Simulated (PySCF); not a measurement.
## C5H9NSi: geometry relaxation

System: C5H9NSi.
Method: PBE0-D3(BJ)/def2-SVP geometry optimisation, gas phase (PySCF 2.14.0).

It belongs to a series of runs on one base structure; here: constitutional isomer.

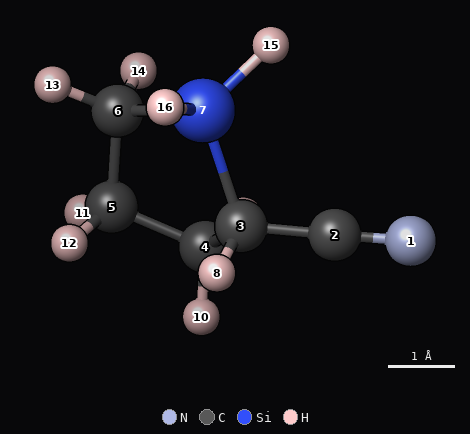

The starting structure (ball-and-stick view, seen at a tilt; atoms are numbered from 1 in the order of the input). Bond lengths as drawn: C–C 1.44 to 1.56 Å, C–H 1.06 to 1.11 Å, C–N 1.17 Å, C–Si 1.91 Å and H–Si 1.45 to 1.48 Å.

## Input
```
{"job": {"xc": "PBE0", "basis": "def2-SVP", "d3": "d3bj", "grid": 1, "shake": 0.01, "kind": "geom"}, "charge": 0, "multiplicity": 1}
N      3.451540     0.281590    -0.604770
C      2.392620     0.205820    -0.124940
C      1.076470     0.107330     0.440650
C      0.401780    -1.168830     0.006670
C     -1.125030    -0.973090     0.250280
C     -1.543300     0.360250    -0.394720
Si    -0.066960     1.539760    -0.097560
H      1.222970     0.122400     1.533060
H      0.538080    -1.329480    -1.037180
H      0.743940    -2.045890     0.557760
H     -1.707320    -1.808630    -0.123980
H     -1.294010    -0.913750     1.344540
H     -2.513370     0.718700     0.004460
H     -1.710870     0.203340    -1.454160
H      0.390840     2.203650    -1.305160
H     -0.276400     2.494460     1.015770
```

The first line tells a small driver script what to run in PySCF; the rest is the geometry in Å.

Run on 1 CPU thread, shared host.

Launched with:
```bash
OMP_NUM_THREADS=1 python <driver script> task.json out
```

## The program's output
```
step   0  E = -539.49767216  max force = 0.042120
step   1  E = -539.50317530  max force = 0.006009
step   2  E = -539.50350689  max force = 0.002053
step   3  E = -539.50359996  max force = 0.000985
step   4  E = -539.50361928  max force = 0.000722
step   5  E = -539.50362332  max force = 0.000258
optimisation converged
```

## Trajectory as extended XYZ (Å, eV, eV/Å), 6 frames, from step=0 to step=5
```
16
Properties=species:S:1:pos:R:3:forces:R:3 step=0 energy=-14680.47941
N     3.4515    0.2816   -0.6048   -0.6481  -0.0378   0.2751
C     2.3926    0.2058   -0.1249    1.3654   0.2326  -0.4578
C     1.0765    0.1073    0.4406    1.0086   0.2770   0.2317
C     0.4018   -1.1688    0.0067   -2.1659  -0.1291   1.1331
C    -1.1250   -0.9731    0.2503    0.8682   0.6759   0.3864
C    -1.5433    0.3603   -0.3947   -0.3237   0.0944   0.6886
Si   -0.0670    1.5398   -0.0976   -0.9175  -0.7845   0.4129
H     1.2230    0.1224    1.5331   -0.2631   0.0824   0.1122
H     0.5381   -1.3295   -1.0372    0.3819  -0.2785  -1.2939
H     0.7439   -2.0459    0.5578    0.3476  -0.2314   0.0526
H    -1.7073   -1.8086   -0.1240   -0.2570  -0.4452  -0.1866
H    -1.2940   -0.9137    1.3445   -0.0120  -0.0949  -0.1528
H    -2.5134    0.7187    0.0045    0.2629   0.0124  -0.0338
H    -1.7109    0.2033   -1.4542    0.0405   0.0474  -0.7089
H     0.3908    2.2037   -1.3052    0.2982   0.3934  -0.5579
H    -0.2764    2.4945    1.0158    0.0142   0.1858   0.0991
16
Properties=species:S:1:pos:R:3:forces:R:3 step=1 energy=-14680.62916
N     3.5142    0.0500   -0.5013    0.1469  -0.0718  -0.1059
C     2.4421   -0.1614   -0.1178   -0.1716   0.0945   0.0969
C     1.0965   -0.3391    0.3784   -0.2974  -0.0527   0.0267
C     0.3713   -1.6407   -0.0374    0.1811  -0.0190  -0.3090
C    -1.1141   -1.4776    0.2758   -0.1071  -0.1192  -0.0520
C    -1.6218   -0.1741   -0.3611    0.0603  -0.0319  -0.1388
Si   -0.1687    1.0242   -0.1478    0.1470   0.0746  -0.0284
H     1.1378   -0.3063    1.4798    0.0488   0.0338   0.0805
H     0.5110   -1.8013   -1.1276   -0.0372   0.0229   0.2252
H     0.8089   -2.5123    0.4705    0.0062  -0.0597   0.0138
H    -1.6935   -2.3528   -0.0734    0.1082   0.1001   0.0543
H    -1.2472   -1.4348    1.3709   -0.0023   0.0080   0.0030
H    -2.5679    0.1722    0.0758   -0.0277   0.0444   0.0420
H    -1.8063   -0.3244   -1.4409    0.0367   0.0243   0.0837
H     0.2863    1.7133   -1.3914   -0.0819  -0.0264  -0.0172
H    -0.3451    2.0426    0.9293   -0.0102  -0.0218   0.0252
16
Properties=species:S:1:pos:R:3:forces:R:3 step=2 energy=-14680.63818
N     3.5032    0.0222   -0.5141   -0.0089  -0.0723  -0.0390
C     2.4309   -0.1642   -0.1147    0.0542   0.1056   0.0313
C     1.0871   -0.3353    0.3874   -0.0901  -0.0396   0.0394
C     0.3768   -1.6407   -0.0365    0.0669   0.0131  -0.0504
C    -1.1095   -1.4796    0.2715   -0.0654  -0.0141  -0.0059
C    -1.6153   -0.1725   -0.3629   -0.0083  -0.0453  -0.0179
Si   -0.1684    1.0300   -0.1461    0.0596   0.0354   0.0002
H     1.1345   -0.2975    1.4909    0.0083   0.0065  -0.0076
H     0.5192   -1.7973   -1.1206    0.0008   0.0124   0.0343
H     0.8141   -2.5151    0.4704   -0.0028   0.0039   0.0057
H    -1.6810   -2.3537   -0.0795    0.0010   0.0061   0.0003
H    -1.2465   -1.4389    1.3664   -0.0001   0.0049  -0.0023
H    -2.5622    0.1758    0.0751    0.0069   0.0038   0.0076
H    -1.7952   -0.3174   -1.4415    0.0047   0.0075   0.0037
H     0.2654    1.7162   -1.3973   -0.0265  -0.0127  -0.0093
H    -0.3496    2.0456    0.9333   -0.0002  -0.0153   0.0099
16
Properties=species:S:1:pos:R:3:forces:R:3 step=3 energy=-14680.64072
N     3.4988   -0.0079   -0.5306   -0.0354  -0.0387  -0.0089
C     2.4286   -0.1653   -0.1132    0.0440   0.0507   0.0172
C     1.0845   -0.3296    0.3953    0.0262  -0.0017   0.0097
C     0.3810   -1.6360   -0.0328   -0.0216  -0.0090   0.0498
C    -1.1097   -1.4815    0.2678    0.0177   0.0271   0.0083
C    -1.6133   -0.1736   -0.3648   -0.0123  -0.0070   0.0185
Si   -0.1687    1.0335   -0.1428   -0.0163  -0.0009   0.0041
H     1.1348   -0.2887    1.4988   -0.0039  -0.0015  -0.0185
H     0.5297   -1.7886   -1.1140    0.0077  -0.0050  -0.0430
H     0.8189   -2.5100    0.4750   -0.0034   0.0113   0.0015
H    -1.6766   -2.3556   -0.0876   -0.0114  -0.0204  -0.0155
H    -1.2521   -1.4425    1.3619    0.0017  -0.0027  -0.0002
H    -2.5610    0.1738    0.0728    0.0062  -0.0016  -0.0049
H    -1.7893   -0.3138   -1.4440   -0.0053   0.0017  -0.0169
H     0.2508    1.7178   -1.3991    0.0067   0.0005  -0.0025
H    -0.3530    2.0455    0.9391   -0.0006  -0.0026   0.0013
16
Properties=species:S:1:pos:R:3:forces:R:3 step=4 energy=-14680.64124
N     3.4966   -0.0271   -0.5409   -0.0102  -0.0125  -0.0045
C     2.4284   -0.1665   -0.1127    0.0047   0.0136   0.0122
C     1.0844   -0.3260    0.3990    0.0371   0.0110  -0.0101
C     0.3826   -1.6333   -0.0295   -0.0247  -0.0084   0.0244
C    -1.1093   -1.4813    0.2662    0.0162   0.0156   0.0063
C    -1.6132   -0.1738   -0.3662   -0.0027   0.0032   0.0120
Si   -0.1701    1.0354   -0.1408   -0.0226  -0.0114   0.0000
H     1.1353   -0.2838    1.5019   -0.0035  -0.0024  -0.0045
H     0.5346   -1.7858   -1.1109    0.0066  -0.0055  -0.0213
H     0.8202   -2.5063    0.4799   -0.0007   0.0056   0.0015
H    -1.6731   -2.3566   -0.0924   -0.0056  -0.0075  -0.0074
H    -1.2547   -1.4438    1.3600   -0.0033  -0.0034  -0.0002
H    -2.5618    0.1726    0.0701    0.0018  -0.0019  -0.0036
H    -1.7870   -0.3119   -1.4463   -0.0033  -0.0017  -0.0062
H     0.2474    1.7197   -1.3979    0.0114   0.0043   0.0027
H    -0.3569    2.0457    0.9422   -0.0012   0.0012  -0.0013
16
Properties=species:S:1:pos:R:3:forces:R:3 step=5 energy=-14680.64135
N     3.4958   -0.0380   -0.5468    0.0017   0.0003  -0.0009
C     2.4287   -0.1678   -0.1129   -0.0078  -0.0036   0.0029
C     1.0851   -0.3240    0.4002    0.0133   0.0089  -0.0068
C     0.3828   -1.6321   -0.0270   -0.0103  -0.0034  -0.0007
C    -1.1095   -1.4805    0.2658    0.0072   0.0019   0.0026
C    -1.6134   -0.1735   -0.3674    0.0026   0.0064   0.0008
Si   -0.1710    1.0362   -0.1401   -0.0091  -0.0086  -0.0028
H     1.1358   -0.2813    1.5029    0.0005  -0.0007   0.0014
H     0.5370   -1.7861   -1.1086    0.0016  -0.0035   0.0010
H     0.8199   -2.5040    0.4843    0.0002   0.0009   0.0023
H    -1.6719   -2.3563   -0.0947   -0.0006   0.0012  -0.0011
H    -1.2576   -1.4435    1.3593   -0.0022  -0.0028  -0.0003
H    -2.5626    0.1724    0.0674   -0.0002   0.0001  -0.0011
H    -1.7856   -0.3114   -1.4480   -0.0010  -0.0022   0.0004
H     0.2497    1.7215   -1.3957    0.0055   0.0041   0.0032
H    -0.3598    2.0459    0.9432   -0.0014   0.0010  -0.0010
```

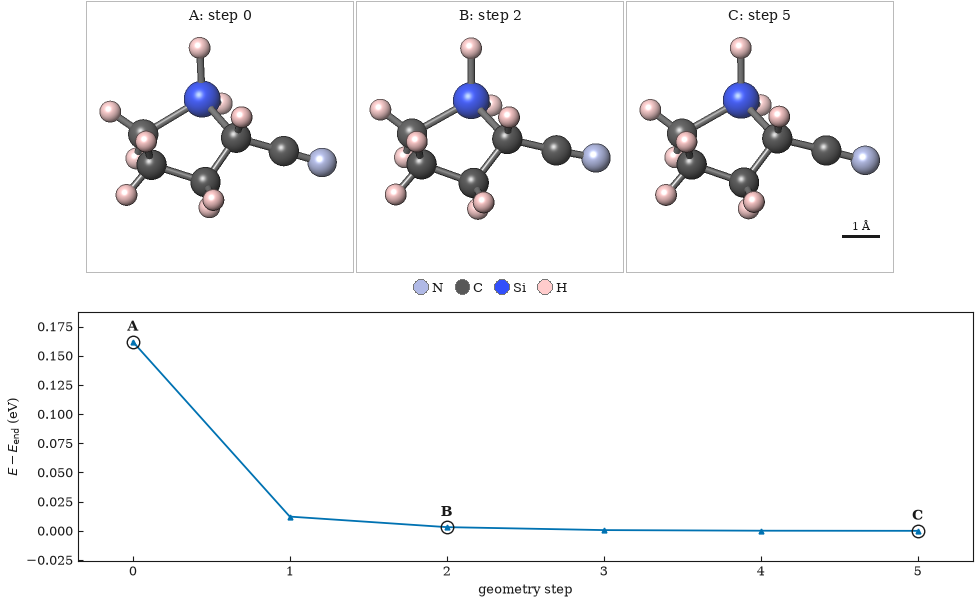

Frames of the relaxation (ball-and-stick view, seen at a tilt) above the curves, on which the letters mark them (steps are counted from 0).

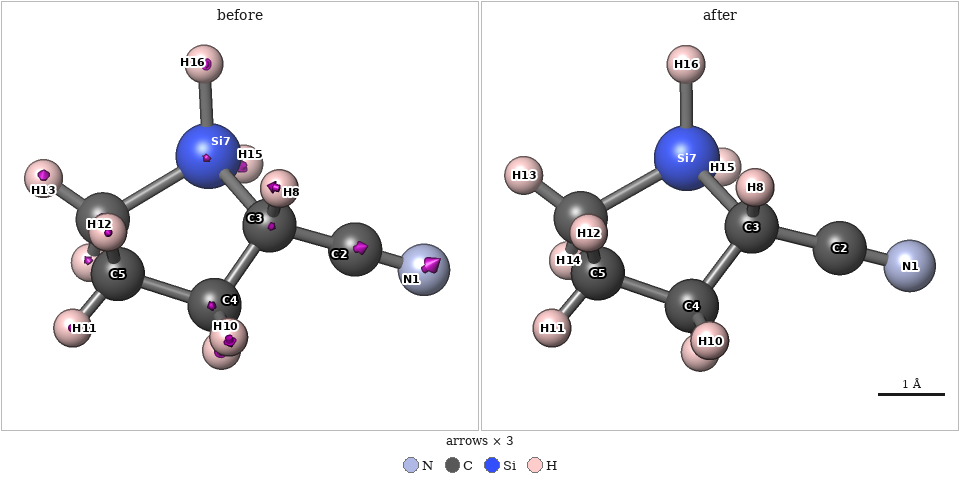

Before (left) and after (right) the relaxation, at one scale (ball-and-stick view, seen at a tilt). The pink arrows give the displacements, magnified 3 times. The energy falls by 0.162 eV in 5 geometry steps. Largest force component: 2.2 eV/Å at the start, 0.013 eV/Å at the end. N1 moves most after the best rigid fit: 0.13 Å. Largest moves by element: N 0.13 Å, C 0.08 Å, H 0.07 Å, Si 0.04 Å. Among the contacts that change: Si7–H15 1.452 → 1.491 Å, C4–H9 1.065 → 1.103 Å, C3–C4 1.507 → 1.545 Å, C4–C5 1.558 → 1.528 Å. Among the angles that change: Si7–C3–H8 110.4° → 106.4°, C2–C3–C4 110.8° → 114.6°, C4–C3–Si7 106.6° → 102.9°. (Atoms are counted from 1 in the order of the input.)

## Results in brief

- outcome: converged
- total energy: −539.503623 hartree
- dipole moment: 4.70 D
- point group: C1
- wall time: 97 s
- peak memory: 0.59 GiB
